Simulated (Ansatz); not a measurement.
HSe2O (charge −1): geometry relaxation

- system: HSe2O, charge −1
- method: RKS PBE-D4/def2-SVPD (Ansatz 0.2.0)

Figures and captions count atoms from 1; the log counts them from 0 in places.

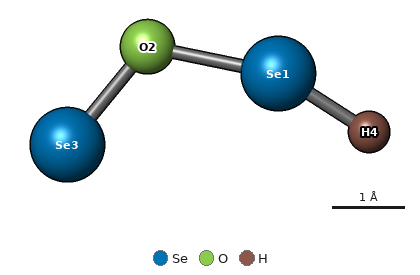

The starting structure (ball-and-stick view, seen on its broad side; atoms are numbered from 1 in the order of the input).

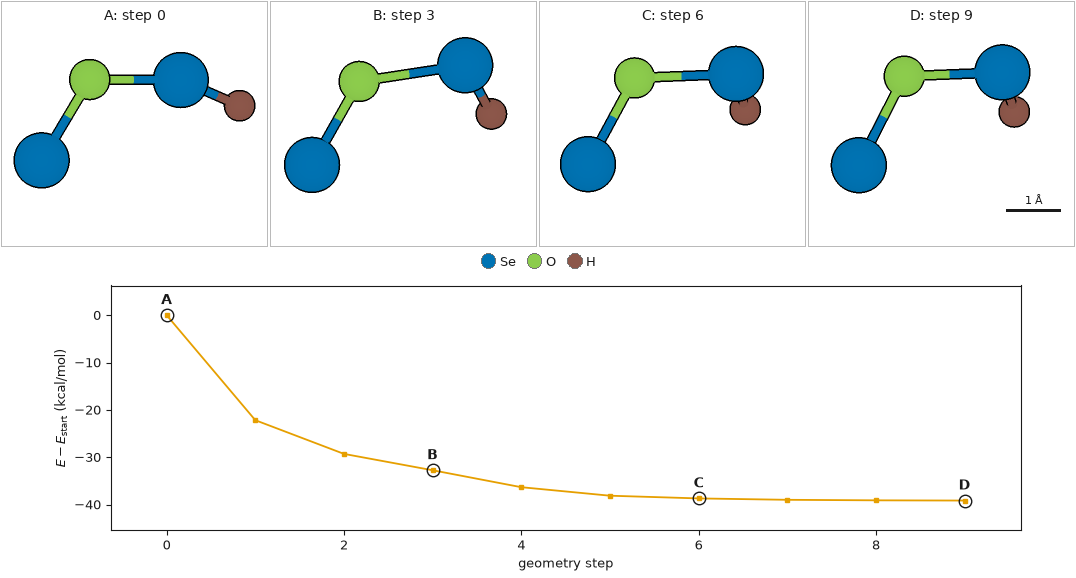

Frames of the relaxation (ball-and-stick view, seen at a tilt) above the curves, on which the letters mark them (the first geometry is step 0 here and step 1 in the log).

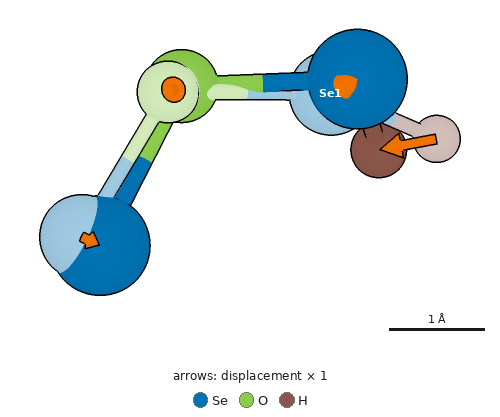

Start (faint) and end (solid) with the displacements as orange arrows, at true length (ball-and-stick view, seen at a tilt). The two geometries are laid on each other by the best rigid fit. H4 moves most after the best rigid fit: 0.62 Å. By element the largest moves are H 0.62 Å, Se 0.51 Å, O 0.40 Å. Distances before and after: O2–Se3 1.774 → 1.917 Å, Se1–O2 1.892 → 1.852 Å. Among the angles that change: O2–Se1–H4 156.8° → 97.7°. After 9 geometry steps the energy has fallen by 39.2 kcal/mol. Largest force component: 3.1 eV/Å at the start, 0.021 eV/Å at the end. (Atoms are counted from 1 in the order of the input.)

These pictures come from the run below.

Input file
```yaml
crystal:
  periodic: [false, false, false]
  atoms:
    - {symbol: Se, position_ang: [-1.887279, -0.059394, 0.583509]}
    - {symbol: O, position_ang: [-0.043001, 0.110154, 0.968627]}
    - {symbol: Se, position_ang: [1.115500, -0.503174, -0.227191]}
    - {symbol: H, position_ang: [-3.122792, -0.637742, -0.063887]}
basis:
  gaussian: {orbitals: def2-SVPD}
total_charge: -1
hamiltonian: {xc: pbe, dispersion: d4}
relax: {f_tol: 0.03, max_steps: 250}
```

Launched with:
```bash
ansatz run in.yaml --threads 2 --pin off --events-out ev --progress --plain --max-ram 4352MiB
```

Log
```
Functional definition: PBE
  name "PBE"
  cite "Perdew, Burke & Ernzerhof, Phys. Rev. Lett. 77, 3865 (1996) doi:10.1103/PhysRevLett.77.3865"
  parent pbe
  parameter kappa = 0.804
  parameter beta = 0.06672455060314922
  exchange = pbe_x(kappa = kappa, mu = beta*pi^2/3)
  correlation = pbe_c(beta = beta)
1151 factors; their error is unknown
mean field evaluation 1: about -132719.3338 eV, gradient 3.7e1 eV
mean field evaluation 2: about -132688.9030 eV, gradient 1.1e2 eV
mean field evaluation 4: about -132712.9110 eV, gradient 4.1e1 eV
mean field evaluation 8: about -132722.2302 eV, gradient 5.7e-4 eV
mean field evaluation 16: about -132721.8210 eV, gradient 6.0e0 eV
mean field evaluation 32: about -132720.0495 eV, gradient 1.0e1 eV
mean field -132722.23020973 eV, -4877.4519978490 hartree, gradient 2.3e-5 eV, S^2 0.000000; 5 other end points of the search recorded, 0 dependent functions left out
the calculation of the forces begins
reference -132722.23025050 eV, -4877.4519993472 hartree; 39, 39 occupied and 74, 74 virtual orbitals, 1151 factors
relax step   1: F+E_penalty+E_count = -132722.33451620 eV  Δ(F+E_penalty+E_count) = +0.000e0 eV  max|allowed force component| = 3.069e0 eV/Å  Δτ_max = 0.0000 Å  (183 SCF iters, accepted)
these checks for a lower state are left out or cut short: starts, cluster_reference, orbital_swaps, neighbouring_geometries, increment
1151 factors; their error is unknown
mean field -132723.19596069 eV, -4877.4874885419 hartree, gradient 1.2e-5 eV, S^2 0.000000; 0 other end points of the search recorded, 0 dependent functions left out
the calculation of the forces begins
reference -132723.19600191 eV, -4877.4874900567 hartree; 39, 39 occupied and 74, 74 virtual orbitals, 1151 factors
relax step   2: F+E_penalty+E_count = -132723.29665481 eV  Δ(F+E_penalty+E_count) = -9.621e-1 eV  max|allowed force component| = 1.684e0 eV/Å  Δτ_max = 0.1949 Å  (52 SCF iters, accepted)
these checks for a lower state are left out or cut short: starts, cluster_reference, orbital_swaps, neighbouring_geometries, increment
1151 factors; their error is unknown
mean field -132723.50643152 eV, -4877.4988981346 hartree, gradient 1.0e-5 eV, S^2 0.000000; 0 other end points of the search recorded, 0 dependent functions left out
the calculation of the forces begins
reference -132723.50647240 eV, -4877.4988996367 hartree; 39, 39 occupied and 74, 74 virtual orbitals, 1151 factors
relax step   3: F+E_penalty+E_count = -132723.60535156 eV  Δ(F+E_penalty+E_count) = -3.087e-1 eV  max|allowed force component| = 1.050e0 eV/Å  Δτ_max = 0.1948 Å  (44 SCF iters, accepted)
these checks for a lower state are left out or cut short: starts, cluster_reference, orbital_swaps, neighbouring_geometries, increment
1151 factors; their error is unknown
mean field evaluation 64: about -132723.6739 eV, gradient 1.0e-1 eV
mean field -132723.65485818 eV, -4877.5043527136 hartree, gradient 6.9e-6 eV, S^2 0.000000; 0 other end points of the search recorded, 0 dependent functions left out
the calculation of the forces begins
reference -132723.65489815 eV, -4877.5043541827 hartree; 39, 39 occupied and 74, 74 virtual orbitals, 1151 factors
relax step   4: F+E_penalty+E_count = -132723.75525496 eV  Δ(F+E_penalty+E_count) = -1.499e-1 eV  max|allowed force component| = 8.081e-1 eV/Å  Δτ_max = 0.1942 Å  (39 SCF iters, accepted)
these checks for a lower state are left out or cut short: starts, cluster_reference, orbital_swaps, neighbouring_geometries, increment
1151 factors; their error is unknown
mean field -132723.80780746 eV, -4877.5099734960 hartree, gradient 1.7e-5 eV, S^2 0.000000; 0 other end points of the search recorded, 0 dependent functions left out
the calculation of the forces begins
reference -132723.80784655 eV, -4877.5099749325 hartree; 39, 39 occupied and 74, 74 virtual orbitals, 1151 factors
relax step   5: F+E_penalty+E_count = -132723.91044997 eV  Δ(F+E_penalty+E_count) = -1.552e-1 eV  max|allowed force component| = 6.461e-1 eV/Å  Δτ_max = 0.1960 Å  (39 SCF iters, accepted)
these checks for a lower state are left out or cut short: starts, cluster_reference, orbital_swaps, neighbouring_geometries, increment
1151 factors; their error is unknown
mean field -132723.88470625 eV, -4877.5127994743 hartree, gradient 1.8e-5 eV, S^2 0.000000; 0 other end points of the search recorded, 0 dependent functions left out
the calculation of the forces begins
reference -132723.88474570 eV, -4877.5128009244 hartree; 39, 39 occupied and 74, 74 virtual orbitals, 1151 factors
relax step   6: F+E_penalty+E_count = -132723.98843204 eV  Δ(F+E_penalty+E_count) = -7.798e-2 eV  max|allowed force component| = 5.455e-1 eV/Å  Δτ_max = 0.1471 Å  (39 SCF iters, accepted)
these checks for a lower state are left out or cut short: starts, cluster_reference, orbital_swaps, neighbouring_geometries, increment
1151 factors; their error is unknown
mean field -132723.90811849 eV, -4877.5136598584 hartree, gradient 1.9e-5 eV, S^2 0.000000; 0 other end points of the search recorded, 0 dependent functions left out
the calculation of the forces begins
reference -132723.90815726 eV, -4877.5136612833 hartree; 39, 39 occupied and 74, 74 virtual orbitals, 1151 factors
relax step   7: F+E_penalty+E_count = -132724.01324119 eV  Δ(F+E_penalty+E_count) = -2.481e-2 eV  max|allowed force component| = 3.476e-1 eV/Å  Δτ_max = 0.0556 Å  (33 SCF iters, accepted)
these checks for a lower state are left out or cut short: starts, cluster_reference, orbital_swaps, neighbouring_geometries, increment
1151 factors; their error is unknown
mean field evaluation 96: about -132723.9203 eV, gradient 7.0e-4 eV
mean field -132723.92033910 eV, -4877.5141089574 hartree, gradient 7.0e-6 eV, S^2 0.000000; 0 other end points of the search recorded, 0 dependent functions left out
the calculation of the forces begins
reference -132723.92037773 eV, -4877.5141103771 hartree; 39, 39 occupied and 74, 74 virtual orbitals, 1151 factors
relax step   8: F+E_penalty+E_count = -132724.02600606 eV  Δ(F+E_penalty+E_count) = -1.276e-2 eV  max|allowed force component| = 1.818e-1 eV/Å  Δτ_max = 0.0240 Å  (33 SCF iters, accepted)
these checks for a lower state are left out or cut short: starts, cluster_reference, orbital_swaps, neighbouring_geometries, increment
1151 factors; their error is unknown
mean field -132723.92511001 eV, -4877.5142842853 hartree, gradient 2.6e-5 eV, S^2 0.000000; 0 other end points of the search recorded, 0 dependent functions left out
the calculation of the forces begins
reference -132723.92514895 eV, -4877.5142857162 hartree; 39, 39 occupied and 74, 74 virtual orbitals, 1151 factors
relax step   9: F+E_penalty+E_count = -132724.03076501 eV  Δ(F+E_penalty+E_count) = -4.759e-3 eV  max|allowed force component| = 1.331e-1 eV/Å  Δτ_max = 0.0515 Å  (33 SCF iters, accepted)
these checks for a lower state are left out or cut short: starts, cluster_reference, orbital_swaps, neighbouring_geometries, increment
1151 factors; their error is unknown
mean field -132723.92665956 eV, -4877.5143412303 hartree, gradient 1.2e-5 eV, S^2 0.000000; 0 other end points of the search recorded, 0 dependent functions left out
the calculation of the forces begins
reference -132723.92669841 eV, -4877.5143426581 hartree; 39, 39 occupied and 74, 74 virtual orbitals, 1151 factors
relax step  10: F+E_penalty+E_count = -132724.03286373 eV  Δ(F+E_penalty+E_count) = -2.099e-3 eV  max|allowed force component| = 2.109e-2 eV/Å  Δτ_max = 0.0204 Å  (30 SCF iters, accepted)
1151 factors; their error is unknown
mean field evaluation 128: about -132723.9267 eV, gradient 5.3e-3 eV
mean field -132723.92665956 eV, -4877.5143412303 hartree, gradient 1.2e-5 eV, S^2 0.000000; 3 other end points of the search recorded, 0 dependent functions left out
the calculation of the forces begins
reference -132723.92669841 eV, -4877.5143426581 hartree; 39, 39 occupied and 74, 74 virtual orbitals, 1151 factors
Total energy: -132724.03290258 eV, -4877.5182455892 hartree
Atom 0 at    -2.018480     0.416210     0.624863 Å, force    -0.021091     0.005125     0.007801 eV/Å
Atom 1 at    -0.322690    -0.200314     1.041256 Å, force    -0.014428    -0.002397    -0.005288 eV/Å
Atom 2 at     0.938672    -0.466431    -0.376990 Å, force     0.015029    -0.007901    -0.007708 eV/Å
Atom 3 at    -2.535073    -0.839621    -0.028071 Å, force     0.020490     0.005173     0.005194 eV/Å
Dipole moment:    -0.770723     0.203516     0.111690 e Å
```

Trajectory as extended XYZ (Å, eV, eV/Å), 10 frames, from step=1 to step=10
```
4
Properties=species:S:1:pos:R:3:forces:R:3 step=1 energy=-132722.33452
Se   -1.8873   -0.0594    0.5835   -3.0692   3.0340   1.1074
O    -0.0430    0.1102    0.9686    1.5015  -1.3065   0.0717
Se    1.1155   -0.5032   -0.2272    1.9050  -0.0285  -0.5514
H    -3.1228   -0.6377   -0.0639   -0.3373  -1.6991  -0.6278
4
Properties=species:S:1:pos:R:3:forces:R:3 step=2 energy=-132723.29666
Se   -1.9877    0.1004    0.6321   -1.6838   1.2805   0.3012
O    -0.0369    0.0188    0.9445    0.2213  -0.7662  -0.0749
Se    1.2106   -0.4929   -0.2414    0.7630  -0.0304  -0.2775
H    -3.1235   -0.7165   -0.0742    0.6996  -0.4839   0.0511
4
Properties=species:S:1:pos:R:3:forces:R:3 step=3 energy=-132723.60535
Se   -2.0757    0.2588    0.7036   -0.8250  -0.3719  -0.6372
O    -0.0639   -0.0478    0.9368   -0.3132  -0.2730   0.2048
Se    1.2069   -0.5067   -0.2743    0.0879   0.0168  -0.2418
H    -3.0048   -0.7946   -0.1050    1.0503   0.6281   0.6743
4
Properties=species:S:1:pos:R:3:forces:R:3 step=4 energy=-132723.75525
Se   -2.1120    0.3382    0.7286   -0.3144  -0.7120  -0.7708
O    -0.1190   -0.0798    0.9599   -0.5071  -0.1173   0.3449
Se    1.1064   -0.5250   -0.3125    0.0348   0.0212  -0.3077
H    -2.8130   -0.8237   -0.1150    0.7866   0.8081   0.7336
4
Properties=species:S:1:pos:R:3:forces:R:3 step=5 energy=-132723.91045
Se   -2.1268    0.4014    0.7069    0.1864  -0.6461  -0.5110
O    -0.1944   -0.1387    0.9902   -0.5499   0.0157   0.2949
Se    1.0029   -0.5187   -0.3490    0.0087   0.0361  -0.2513
H    -2.6193   -0.8342   -0.0871    0.3547   0.5943   0.4673
4
Properties=species:S:1:pos:R:3:forces:R:3 step=6 energy=-132723.98843
Se   -2.0679    0.4395    0.6023    0.5454  -0.3772   0.0662
O    -0.2840   -0.2515    1.0201   -0.2645   0.1877  -0.4624
Se    1.0210   -0.4391   -0.3707   -0.3632   0.0452   0.3397
H    -2.6066   -0.8390    0.0094    0.0823   0.1443   0.0565
4
Properties=species:S:1:pos:R:3:forces:R:3 step=7 energy=-132724.01324
Se   -2.0460    0.4479    0.5954    0.3476  -0.2633   0.0878
O    -0.3159   -0.2619    1.0136   -0.2233   0.2246  -0.0888
Se    0.9761   -0.4353   -0.3659   -0.0476  -0.0197   0.0427
H    -2.5517   -0.8408    0.0179   -0.0767   0.0585  -0.0417
4
Properties=species:S:1:pos:R:3:forces:R:3 step=8 energy=-132724.02601
Se   -2.0293    0.4327    0.6035    0.1680  -0.0525   0.0726
O    -0.3209   -0.2408    1.0166   -0.1818   0.1251   0.0915
Se    0.9626   -0.4438   -0.3639    0.0810  -0.0326  -0.1010
H    -2.5499   -0.8383    0.0049   -0.0672  -0.0399  -0.0631
4
Properties=species:S:1:pos:R:3:forces:R:3 step=9 energy=-132724.03077
Se   -2.0281    0.4119    0.6366    0.0252   0.0273  -0.0575
O    -0.3257   -0.1917    1.0317    0.0995  -0.0526  -0.0031
Se    0.9578   -0.4734   -0.3771   -0.1331   0.0428   0.0586
H    -2.5416   -0.8369   -0.0301    0.0084  -0.0175   0.0020
4
Properties=species:S:1:pos:R:3:forces:R:3 step=10 energy=-132724.03286
Se   -2.0185    0.4162    0.6249   -0.0211   0.0051   0.0078
O    -0.3227   -0.2003    1.0413   -0.0144  -0.0024  -0.0053
Se    0.9387   -0.4664   -0.3770    0.0150  -0.0079  -0.0077
H    -2.5351   -0.8396   -0.0281    0.0205   0.0052   0.0052
```

Key numbers

| quantity | value |
| --- | --- |
| outcome | converged |
| total energy | −132724.0329 eV |
| mean-field energy | −132723.9267 eV |
| dispersion energy | −0.1062 eV |
| SCF solution under orbital rotations | stable |
| largest force (length of the vector) at the end | 0.023 eV/Å |
| hardware | 2 threads of Arm Neoverse V2, 95 GiB of memory available, shared host |
| wall time | 25 s (CPU time 47 s) |
| peak memory | 0.17 GiB |
